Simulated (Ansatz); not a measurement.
# CoHO (triplet): B3LYP, wB97M-V, B2PLYP over vertical spin and charge gaps, def2-QZVPP, part 1 of 2

Aim: run CoHO (triplet) with these functionals over vertical spin and charge gaps, and hold them against the top wave-function level at the same points.

Method: def2-QZVPP, all electrons in the functionals, frozen cores in the correlation of double hybrids and RPA; program: Ansatz 0.2.0, Gaussian basis.

The runs, in order: B3LYP, wB97M-V, B2PLYP, at charge 0, triplet; charge 0, singlet; charge 0, quintet; charge 1, doublet; charge 1, quartet.

2 further runs of the same task are left out: 2 set aside as unsound or not needed. Runs told in other sessions of the task aren't counted.

## (1) What is computed

The geometry is a PBE0/def2-TZVP stationary point (not a proven minimum).

3 atoms, charge 0, spin multiplicity 3.

Atoms are counted from 1 here; the program's logs count them from 0.

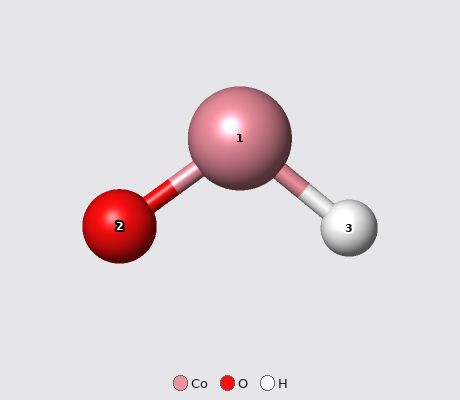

The geometry (cobalt pink, oxygen red, hydrogen white); atoms are numbered from 1 in the order of the file.

Geometry (Å):

| atom | x (Å) | y (Å) | z (Å) |
| --- | --- | --- | --- |
| Co1 | 0.0000 | -0.0432 | 0.3234 |
| O2 | 0.0000 | 0.0731 | -1.2416 |
| H3 | 0.0000 | 1.3674 | 0.8008 |

No dispersion term is added; wB97M-V holds VV10 nonlocal correlation. B3LYP takes the VWN-RPA correlation.

The geometry shown and the zero of energy belong to the point charge 0, triplet. The yardstick, UCCSD(T), and other wave-function levels (R restricted, U unrestricted, valence and pair active spaces) come from earlier runs.

## (2) B3LYP, charge 0, triplet

in.yaml reads:

```yaml
crystal:
  periodic: [false, false, false]
  atoms:
    - {symbol: Co, position_ang: [0.000000, -0.043234, 0.323378]}
    - {symbol: O, position_ang: [0.000000, 0.073109, -1.241595]}
    - {symbol: H, position_ang: [0.000000, 1.367368, 0.800755]}
basis:
  gaussian: {orbitals: "def2-QZVPP.json"}
magnetization: {spin_polarized: true, initial_magnetization: 2}
hamiltonian: {xc: {name: B3LYP}}
```

On the command line:

```
ansatz run in.yaml --threads 2 --pin off --events-out ev --progress --plain --max-ram 24576MiB --backend cuda --devices 0, --max-vram 18GiB
```

Standard output:

```text
Functional definition: B3LYP
  name "B3LYP"
  cite "Stephens, Devlin, Chabalowski & Frisch, J. Phys. Chem. 98, 11623 (1994) doi:10.1021/j100096a001"
  cite "Becke, Phys. Rev. A 38, 3098 (1988) doi:10.1103/PhysRevA.38.3098"
  cite "Lee, Yang & Parr, Phys. Rev. B 37, 785 (1988) doi:10.1103/PhysRevB.37.785"
  cite "Vosko, Wilk & Nusair, Can. J. Phys. 58, 1200 (1980) doi:10.1139/p80-159"
  parameter a0 = 0.2
  parameter ax = 0.72
  parameter ac = 0.81
  exchange = (1 - a0 - ax)*slater_x + ax*b88_x + a0*exact_x
  correlation = (1 - ac)*vwn_rpa_c + ac*lyp_c
872 factors; their error is unknown
mean field evaluation 1: about -39685.5343 eV, gradient 4.3e1 eV
mean field evaluation 2: about -39625.5133 eV, gradient 1.3e2 eV
mean field evaluation 4: about -39688.2698 eV, gradient 3.7e1 eV
mean field evaluation 8: about -39691.1745 eV, gradient 4.2e-1 eV
mean field evaluation 16: about -39691.2572 eV, gradient 8.2e-2 eV
mean field evaluation 32: about -39691.2587 eV, gradient 8.1e-4 eV
mean field evaluation 64: about -39691.2155 eV, gradient 6.0e-2 eV
mean field -39691.25872181 eV, -1458.6268543251 hartree, gradient 2.7e-6 eV, S^2 2.069042; 5 other end points of the search recorded, 0 dependent functions left out
reference -39691.25894018 eV, -1458.6268623499 hartree; 19, 17 occupied and 168, 170 virtual orbitals, 872 factors
Total energy: -39691.25894018 eV, -1458.6268623499 hartree
```

Wall time 7 s (1 × H100 (card shared with other runs) with 2 threads of AMD EPYC 7R13, shared host); peak host memory 0.81 GiB.

From the report: ⟨S²⟩ of the determinant 2.069 (pure triplet: 2.00).

## (3) B3LYP, charge 0, singlet

Changes to in.yaml since step 2:

```diff
@@ -8,3 +8,3 @@
   gaussian: {orbitals: "def2-QZVPP.json"}
-magnetization: {spin_polarized: true, initial_magnetization: 2}
+magnetization: {spin_polarized: true, initial_magnetization: 0}
 hamiltonian: {xc: {name: B3LYP}}
```

Same command.

Standard output (excerpt; [...] marks lines left out):

```text
Functional definition: B3LYP
  name "B3LYP"
  cite "Stephens, Devlin, Chabalowski & Frisch, J. Phys. Chem. 98, 11623 (1994) doi:10.1021/j100096a001"
  cite "Becke, Phys. Rev. A 38, 3098 (1988) doi:10.1103/PhysRevA.38.3098"
  cite "Lee, Yang & Parr, Phys. Rev. B 37, 785 (1988) doi:10.1103/PhysRevB.37.785"
  cite "Vosko, Wilk & Nusair, Can. J. Phys. 58, 1200 (1980) doi:10.1139/p80-159"
[...]
872 factors; their error is unknown
[...]
mean field -39690.87724882 eV, -1458.6128354513 hartree, gradient 1.0e-5 eV, S^2 0.993473; 15 other end points of the search recorded, 0 dependent functions left out
reference -39690.87746557 eV, -1458.6128434166 hartree; 18, 18 occupied and 169, 169 virtual orbitals, 872 factors
Total energy: -39690.87746557 eV, -1458.6128434166 hartree
```

Wall time 13 s (1 × H100 (card shared with other runs) with 2 threads of AMD EPYC 7R13, shared host); peak host memory 0.81 GiB.

From the report: ⟨S²⟩ of the determinant 0.993 (pure singlet: 0.00). The determinant of B3LYP (⟨S²⟩ 0.99) is far from a pure spin state, so its energy mixes those of several spin states; that is harmless only where they are near-degenerate.

From charge 0, triplet: +0.381 eV.

## (4) B3LYP, charge 0, quintet

Changes to in.yaml since step 3:

```diff
@@ -8,3 +8,3 @@
   gaussian: {orbitals: "def2-QZVPP.json"}
-magnetization: {spin_polarized: true, initial_magnetization: 0}
+magnetization: {spin_polarized: true, initial_magnetization: 4}
 hamiltonian: {xc: {name: B3LYP}}
```

Same command.

Standard output (excerpt; [...] marks lines left out):

```text
Functional definition: B3LYP
  name "B3LYP"
  cite "Stephens, Devlin, Chabalowski & Frisch, J. Phys. Chem. 98, 11623 (1994) doi:10.1021/j100096a001"
  cite "Becke, Phys. Rev. A 38, 3098 (1988) doi:10.1103/PhysRevA.38.3098"
  cite "Lee, Yang & Parr, Phys. Rev. B 37, 785 (1988) doi:10.1103/PhysRevB.37.785"
  cite "Vosko, Wilk & Nusair, Can. J. Phys. 58, 1200 (1980) doi:10.1139/p80-159"
[...]
872 factors; their error is unknown
[...]
mean field -39691.08023610 eV, -1458.6202950961 hartree, gradient 5.4e-6 eV, S^2 6.022141; 3 other end points of the search recorded, 0 dependent functions left out
reference -39691.08045051 eV, -1458.6203029758 hartree; 20, 16 occupied and 167, 171 virtual orbitals, 872 factors
Total energy: -39691.08045051 eV, -1458.6203029758 hartree
```

Run time: 10 s. Hardware: 1 × H100 (card shared with other runs) with 2 threads of AMD EPYC 7R13, shared host; peak host memory 0.82 GiB.

From the report: ⟨S²⟩ of the determinant 6.022 (pure quintet: 6.00).

From charge 0, triplet: +0.178 eV.

## (5) B3LYP, charge 1, doublet

Changes to in.yaml since step 4:

```diff
@@ -8,3 +8,4 @@
   gaussian: {orbitals: "def2-QZVPP.json"}
-magnetization: {spin_polarized: true, initial_magnetization: 4}
+total_charge: 1
+magnetization: {spin_polarized: true, initial_magnetization: 1}
 hamiltonian: {xc: {name: B3LYP}}
```

Same command.

Standard output (excerpt; [...] marks lines left out):

```text
Functional definition: B3LYP
  name "B3LYP"
  cite "Stephens, Devlin, Chabalowski & Frisch, J. Phys. Chem. 98, 11623 (1994) doi:10.1021/j100096a001"
  cite "Becke, Phys. Rev. A 38, 3098 (1988) doi:10.1103/PhysRevA.38.3098"
  cite "Lee, Yang & Parr, Phys. Rev. B 37, 785 (1988) doi:10.1103/PhysRevB.37.785"
  cite "Vosko, Wilk & Nusair, Can. J. Phys. 58, 1200 (1980) doi:10.1139/p80-159"
[...]
872 factors; their error is unknown
[...]
mean field -39681.32522291 eV, -1458.2618049735 hartree, gradient 2.4e-6 eV, S^2 1.789811; 18 other end points of the search recorded, 0 dependent functions left out
reference -39681.32540783 eV, -1458.2618117693 hartree; 18, 17 occupied and 169, 170 virtual orbitals, 872 factors
Total energy: -39681.32540783 eV, -1458.2618117693 hartree
```

It took 17 s on 1 × H100 (card shared with other runs) with 2 threads of AMD EPYC 7R13, shared host; peak host memory 0.81 GiB.

From the report: ⟨S²⟩ of the determinant 1.790 (pure doublet: 0.75). The determinant of B3LYP (⟨S²⟩ 1.79) is far from a pure spin state, so its energy mixes those of several spin states; that is harmless only where they are near-degenerate.

From charge 0, triplet: +9.934 eV.

## (6) B3LYP, charge 1, quartet

Changes to in.yaml since step 5:

```diff
@@ -9,3 +9,3 @@
 total_charge: 1
-magnetization: {spin_polarized: true, initial_magnetization: 1}
+magnetization: {spin_polarized: true, initial_magnetization: 3}
 hamiltonian: {xc: {name: B3LYP}}
```

The command is unchanged.

Standard output (excerpt; [...] marks lines left out):

```text
Functional definition: B3LYP
  name "B3LYP"
  cite "Stephens, Devlin, Chabalowski & Frisch, J. Phys. Chem. 98, 11623 (1994) doi:10.1021/j100096a001"
  cite "Becke, Phys. Rev. A 38, 3098 (1988) doi:10.1103/PhysRevA.38.3098"
  cite "Lee, Yang & Parr, Phys. Rev. B 37, 785 (1988) doi:10.1103/PhysRevB.37.785"
  cite "Vosko, Wilk & Nusair, Can. J. Phys. 58, 1200 (1980) doi:10.1139/p80-159"
[...]
872 factors; their error is unknown
[...]
mean field -39681.91418781 eV, -1458.2834490346 hartree, gradient 1.5e-5 eV, S^2 3.844469; 5 other end points of the search recorded, 0 dependent functions left out
reference -39681.91437256 eV, -1458.2834558239 hartree; 19, 16 occupied and 168, 171 virtual orbitals, 872 factors
Total energy: -39681.91437256 eV, -1458.2834558239 hartree
```

Run time: 3.7 s. Hardware: 1 × H100 (card shared with other runs) with 2 threads of AMD EPYC 7R13, shared host; peak host memory 0.82 GiB.

From the report: ⟨S²⟩ of the determinant 3.844 (pure quartet: 3.75).

From charge 0, triplet: +9.345 eV.

## (7) wB97M-V, charge 0, triplet

Changes to in.yaml since step 6:

```diff
@@ -8,4 +8,4 @@
   gaussian: {orbitals: "def2-QZVPP.json"}
-total_charge: 1
-magnetization: {spin_polarized: true, initial_magnetization: 3}
-hamiltonian: {xc: {name: B3LYP}}
+magnetization: {spin_polarized: true, initial_magnetization: 2}
+hamiltonian: {xc: {name: wB97M-V}}
+output: {orbitals: {seedname: orbitals}}
```

Launched as before.

Standard output (excerpt; [...] marks lines left out):

```text
Functional definition: wB97M-V
  name "wB97M-V"
  cite "Mardirossian & Head-Gordon, J. Chem. Phys. 144, 214110 (2016) doi:10.1063/1.4952647"
  cite "Becke, J. Chem. Phys. 107, 8554 (1997) doi:10.1063/1.475007"
  cite "Vydrov & Van Voorhis, J. Chem. Phys. 133, 244103 (2010) doi:10.1063/1.3521275"
  # Of w^i u^j: cxij and so on, Table III.
[...]
  gx(w, u) = 1 - cx + cx01*u + cx10*w
  gss(w, u) = css00 + css04*u^4 + css10*w + css20*w^2 + css43*w^4*u^3
  gos(w, u) = cos00 + cos10*w + (cos20 + cos21*u)*w^2 + (cos60 + cos61*u)*w^6
[...]
      + integral(e_c_pw_mod_opposite_spin*gos(b97_w_opposite, b97_u_opposite)) + vv10(b, c)
841 factors; their error is unknown
153 factors; integrals over basis functions are off by at most 5.2e-5 eV
[...]
mean field -39686.78909897 eV, -1458.4625987153 hartree, gradient 8.0e-6 eV, S^2 2.093747; 5 other end points of the search recorded, 0 dependent functions left out
reference -39686.78915588 eV, -1458.4626008067 hartree; 19, 17 occupied and 168, 170 virtual orbitals, 841 factors
Total energy: -39686.78915588 eV, -1458.4626008067 hartree
```

It took 10 s on 1 × H100 (card shared with other runs) with 2 threads of AMD EPYC 7R13, shared host; peak host memory 0.91 GiB.

From the report: ⟨S²⟩ of the determinant 2.094 (pure triplet: 2.00).

## (8) wB97M-V, charge 0, singlet

Changes to in.yaml since step 7:

```diff
@@ -8,3 +8,3 @@
   gaussian: {orbitals: "def2-QZVPP.json"}
-magnetization: {spin_polarized: true, initial_magnetization: 2}
+magnetization: {spin_polarized: true, initial_magnetization: 0}
 hamiltonian: {xc: {name: wB97M-V}}
```

The command is unchanged.

Standard output (excerpt; [...] marks lines left out):

```text
Functional definition: wB97M-V
  name "wB97M-V"
  cite "Mardirossian & Head-Gordon, J. Chem. Phys. 144, 214110 (2016) doi:10.1063/1.4952647"
  cite "Becke, J. Chem. Phys. 107, 8554 (1997) doi:10.1063/1.475007"
  cite "Vydrov & Van Voorhis, J. Chem. Phys. 133, 244103 (2010) doi:10.1063/1.3521275"
  # Of w^i u^j: cxij and so on, Table III.
[...]
  gx(w, u) = 1 - cx + cx01*u + cx10*w
  gss(w, u) = css00 + css04*u^4 + css10*w + css20*w^2 + css43*w^4*u^3
  gos(w, u) = cos00 + cos10*w + (cos20 + cos21*u)*w^2 + (cos60 + cos61*u)*w^6
[...]
      + integral(e_c_pw_mod_opposite_spin*gos(b97_w_opposite, b97_u_opposite)) + vv10(b, c)
841 factors; their error is unknown
153 factors; integrals over basis functions are off by at most 5.2e-5 eV
[...]
mean field -39686.33534412 eV, -1458.4459235322 hartree, gradient 4.5e-6 eV, S^2 1.037040; 15 other end points of the search recorded, 0 dependent functions left out
reference -39686.33540083 eV, -1458.4459256161 hartree; 18, 18 occupied and 169, 169 virtual orbitals, 841 factors
Total energy: -39686.33540083 eV, -1458.4459256161 hartree
```

Run time: 34 s. Hardware: 1 × H100 (card shared with other runs) with 2 threads of AMD EPYC 7R13, shared host; peak host memory 0.92 GiB.

From the report: ⟨S²⟩ of the determinant 1.037 (pure singlet: 0.00). The determinant of wB97M-V (⟨S²⟩ 1.04) is far from a pure spin state, so its energy mixes those of several spin states; that is harmless only where they are near-degenerate.

From charge 0, triplet: +0.454 eV.

## (9) wB97M-V, charge 0, quintet

Changes to in.yaml since step 8:

```diff
@@ -8,3 +8,3 @@
   gaussian: {orbitals: "def2-QZVPP.json"}
-magnetization: {spin_polarized: true, initial_magnetization: 0}
+magnetization: {spin_polarized: true, initial_magnetization: 4}
 hamiltonian: {xc: {name: wB97M-V}}
```

The command is unchanged.

Standard output (excerpt; [...] marks lines left out):

```text
Functional definition: wB97M-V
  name "wB97M-V"
  cite "Mardirossian & Head-Gordon, J. Chem. Phys. 144, 214110 (2016) doi:10.1063/1.4952647"
  cite "Becke, J. Chem. Phys. 107, 8554 (1997) doi:10.1063/1.475007"
  cite "Vydrov & Van Voorhis, J. Chem. Phys. 133, 244103 (2010) doi:10.1063/1.3521275"
  # Of w^i u^j: cxij and so on, Table III.
[...]
  gx(w, u) = 1 - cx + cx01*u + cx10*w
  gss(w, u) = css00 + css04*u^4 + css10*w + css20*w^2 + css43*w^4*u^3
  gos(w, u) = cos00 + cos10*w + (cos20 + cos21*u)*w^2 + (cos60 + cos61*u)*w^6
[...]
      + integral(e_c_pw_mod_opposite_spin*gos(b97_w_opposite, b97_u_opposite)) + vv10(b, c)
841 factors; their error is unknown
153 factors; integrals over basis functions are off by at most 5.2e-5 eV
[...]
mean field -39686.70360931 eV, -1458.4594570284 hartree, gradient 1.0e-5 eV, S^2 6.022022; 4 other end points of the search recorded, 0 dependent functions left out
reference -39686.70366334 eV, -1458.4594590139 hartree; 20, 16 occupied and 167, 171 virtual orbitals, 841 factors
Total energy: -39686.70366334 eV, -1458.4594590139 hartree
```

Run time: 14 s. Hardware: 1 × H100 (card shared with other runs) with 2 threads of AMD EPYC 7R13, shared host; peak host memory 0.92 GiB.

From the report: ⟨S²⟩ of the determinant 6.022 (pure quintet: 6.00).

From charge 0, triplet: +0.085 eV.

## (10) wB97M-V, charge 1, doublet

Changes to in.yaml since step 9:

```diff
@@ -8,3 +8,4 @@
   gaussian: {orbitals: "def2-QZVPP.json"}
-magnetization: {spin_polarized: true, initial_magnetization: 4}
+total_charge: 1
+magnetization: {spin_polarized: true, initial_magnetization: 1}
 hamiltonian: {xc: {name: wB97M-V}}
```

Same command.

Standard output (excerpt; [...] marks lines left out):

```text
Functional definition: wB97M-V
  name "wB97M-V"
  cite "Mardirossian & Head-Gordon, J. Chem. Phys. 144, 214110 (2016) doi:10.1063/1.4952647"
  cite "Becke, J. Chem. Phys. 107, 8554 (1997) doi:10.1063/1.475007"
  cite "Vydrov & Van Voorhis, J. Chem. Phys. 133, 244103 (2010) doi:10.1063/1.3521275"
  # Of w^i u^j: cxij and so on, Table III.
[...]
  gx(w, u) = 1 - cx + cx01*u + cx10*w
  gss(w, u) = css00 + css04*u^4 + css10*w + css20*w^2 + css43*w^4*u^3
  gos(w, u) = cos00 + cos10*w + (cos20 + cos21*u)*w^2 + (cos60 + cos61*u)*w^6
[...]
      + integral(e_c_pw_mod_opposite_spin*gos(b97_w_opposite, b97_u_opposite)) + vv10(b, c)
841 factors; their error is unknown
153 factors; integrals over basis functions are off by at most 5.2e-5 eV
[...]
mean field -39676.95452790 eV, -1458.1011848948 hartree, gradient 4.7e-6 eV, S^2 1.793221; 21 other end points of the search recorded, 0 dependent functions left out
reference -39676.95456858 eV, -1458.1011863896 hartree; 18, 17 occupied and 169, 170 virtual orbitals, 841 factors
Total energy: -39676.95456858 eV, -1458.1011863896 hartree
```

Wall time 34 s (1 × H100 (card shared with other runs) with 2 threads of AMD EPYC 7R13, shared host); peak host memory 0.92 GiB.

From the report: ⟨S²⟩ of the determinant 1.793 (pure doublet: 0.75). The determinant of wB97M-V (⟨S²⟩ 1.79) is far from a pure spin state, so its energy mixes those of several spin states; that is harmless only where they are near-degenerate.

From charge 0, triplet: +9.835 eV.

## (11) wB97M-V, charge 1, quartet

Changes to in.yaml since step 10:

```diff
@@ -9,3 +9,3 @@
 total_charge: 1
-magnetization: {spin_polarized: true, initial_magnetization: 1}
+magnetization: {spin_polarized: true, initial_magnetization: 3}
 hamiltonian: {xc: {name: wB97M-V}}
```

The command is unchanged.

Standard output (excerpt; [...] marks lines left out):

```text
Functional definition: wB97M-V
  name "wB97M-V"
  cite "Mardirossian & Head-Gordon, J. Chem. Phys. 144, 214110 (2016) doi:10.1063/1.4952647"
  cite "Becke, J. Chem. Phys. 107, 8554 (1997) doi:10.1063/1.475007"
  cite "Vydrov & Van Voorhis, J. Chem. Phys. 133, 244103 (2010) doi:10.1063/1.3521275"
  # Of w^i u^j: cxij and so on, Table III.
[...]
  gx(w, u) = 1 - cx + cx01*u + cx10*w
  gss(w, u) = css00 + css04*u^4 + css10*w + css20*w^2 + css43*w^4*u^3
  gos(w, u) = cos00 + cos10*w + (cos20 + cos21*u)*w^2 + (cos60 + cos61*u)*w^6
[...]
      + integral(e_c_pw_mod_opposite_spin*gos(b97_w_opposite, b97_u_opposite)) + vv10(b, c)
841 factors; their error is unknown
153 factors; integrals over basis functions are off by at most 5.2e-5 eV
[...]
mean field -39677.53205804 eV, -1458.1224087359 hartree, gradient 1.7e-5 eV, S^2 3.868167; 5 other end points of the search recorded, 0 dependent functions left out
reference -39677.53209825 eV, -1458.1224102135 hartree; 19, 16 occupied and 168, 171 virtual orbitals, 841 factors
Total energy: -39677.53209825 eV, -1458.1224102135 hartree
```

Wall time 6.5 s (1 × H100 (card shared with other runs) with 2 threads of AMD EPYC 7R13, shared host); peak host memory 0.92 GiB.

From the report: ⟨S²⟩ of the determinant 3.868 (pure quartet: 3.75).

From charge 0, triplet: +9.257 eV.

## (12) B2PLYP, charge 0, triplet

in.yaml reads:

```yaml
crystal:
  periodic: [false, false, false]
  atoms:
    - {symbol: Co, position_ang: [0.000000, -0.043234, 0.323378]}
    - {symbol: O, position_ang: [0.000000, 0.073109, -1.241595]}
    - {symbol: H, position_ang: [0.000000, 1.367368, 0.800755]}
basis:
  gaussian: {orbitals: "def2-QZVPP.json"}
magnetization: {spin_polarized: true, initial_magnetization: 2}
hamiltonian: {xc: {name: B2PLYP}}
correlation: {electrons: outside_noble_gas}
```

Launched as before.

Standard output (excerpt; [...] marks lines left out):

```text
Functional definition: B2PLYP
  name "B2PLYP"
  cite "Grimme, J. Chem. Phys. 124, 034108 (2006) doi:10.1063/1.2148954"
  cite "Becke, Phys. Rev. A 38, 3098 (1988) doi:10.1103/PhysRevA.38.3098"
  cite "Lee, Yang & Parr, Phys. Rev. B 37, 785 (1988) doi:10.1103/PhysRevB.37.785"
[...]
1251 factors; integrals over basis functions are off by at most 7.3e-4 eV
[...]
mean field -39675.12400040 eV, -1458.0339142499 hartree, gradient 2.6e-6 eV, S^2 2.675265; 13 other end points of the search recorded, 0 dependent functions left out
10 core orbitals not correlated: weight in the atoms' cores, before any rotation towards them, 0.999 or more for the frozen orbitals, at most 0.001 for the correlated occupied ones
reference -39675.12413567 eV, -1458.0339192210 hartree; 9, 7 occupied and 168, 170 virtual orbitals, 1251 factors
second order -20.46642388 eV of doubles, -0.00000000 eV of singles
Total energy: -39680.65007012 eV, -1458.2369935663 hartree
```

It took 30 s on 1 × H100 (card shared with other runs) with 2 threads of AMD EPYC 7R13, shared host; peak host memory 0.96 GiB.

From the report: ⟨S²⟩ of the determinant 2.675 (pure triplet: 2.00). The determinant of B2PLYP (⟨S²⟩ 2.68) is far from a pure spin state, so its energy mixes those of several spin states; that is harmless only where they are near-degenerate.

## (13) B2PLYP, charge 0, singlet

Changes to in.yaml since step 12:

```diff
@@ -8,3 +8,3 @@
   gaussian: {orbitals: "def2-QZVPP.json"}
-magnetization: {spin_polarized: true, initial_magnetization: 2}
+magnetization: {spin_polarized: true, initial_magnetization: 0}
 hamiltonian: {xc: {name: B2PLYP}}
```

The command is unchanged.

Standard output (excerpt; [...] marks lines left out):

```text
Functional definition: B2PLYP
  name "B2PLYP"
  cite "Grimme, J. Chem. Phys. 124, 034108 (2006) doi:10.1063/1.2148954"
  cite "Becke, Phys. Rev. A 38, 3098 (1988) doi:10.1103/PhysRevA.38.3098"
  cite "Lee, Yang & Parr, Phys. Rev. B 37, 785 (1988) doi:10.1103/PhysRevB.37.785"
[...]
1251 factors; integrals over basis functions are off by at most 7.3e-4 eV
[...]
mean field -39674.34761687 eV, -1458.0053826814 hartree, gradient 1.6e-6 eV, S^2 1.625431; 20 other end points of the search recorded, 0 dependent functions left out
10 core orbitals not correlated: weight in the atoms' cores, before any rotation towards them, 0.999 or more for the frozen orbitals, at most 0.001 for the correlated occupied ones
reference -39674.34775019 eV, -1458.0053875806 hartree; 8, 8 occupied and 169, 169 virtual orbitals, 1251 factors
second order -21.98603616 eV of doubles, -0.00000000 eV of singles
Total energy: -39680.28397995 eV, -1458.2235400006 hartree
```

Run time: 28 s. Hardware: 1 × H100 (card shared with other runs) with 2 threads of AMD EPYC 7R13, shared host; peak host memory 0.96 GiB.

From the report: ⟨S²⟩ of the determinant 1.625 (pure singlet: 0.00). The determinant of B2PLYP (⟨S²⟩ 1.63) is far from a pure spin state, so its energy mixes those of several spin states; that is harmless only where they are near-degenerate.

From charge 0, triplet: +0.366 eV.

(Continued in part 2 of 2.)
